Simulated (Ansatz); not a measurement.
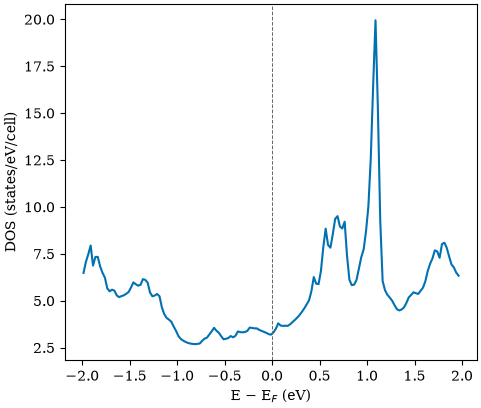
Figure. Density of states of Sc2AlSi2 (P4/mbm) near the Fermi level, PBEsol, rigid bands run with Ansatz (a quantum-chemistry and plane-wave program).

With 10 atoms a cell, what bare Sommerfeld coefficient γ = (π²/3) k_B² N(E_F) follows?

N(E_F) ≈ 3.3 states/eV a cell at 300 K, so γ ≈ 0.79 mJ/(mol of atoms·K²), before electron-phonon enhancement.

How far does the Fermi level move in a rigid band for 0.1 electron a cell added or removed?

29 meV and -30 meV.

A metal at this level (no band gap); rigid bands, thermally averaged at 300 K, both spins. Spin-orbit coupling is left out. Geometry: cell and atoms relaxed with PBEsol.

Computed structure with no diffraction record at hand here (it may be known, metastable or hypothetical): Sc2AlSi2 (P4/mbm).
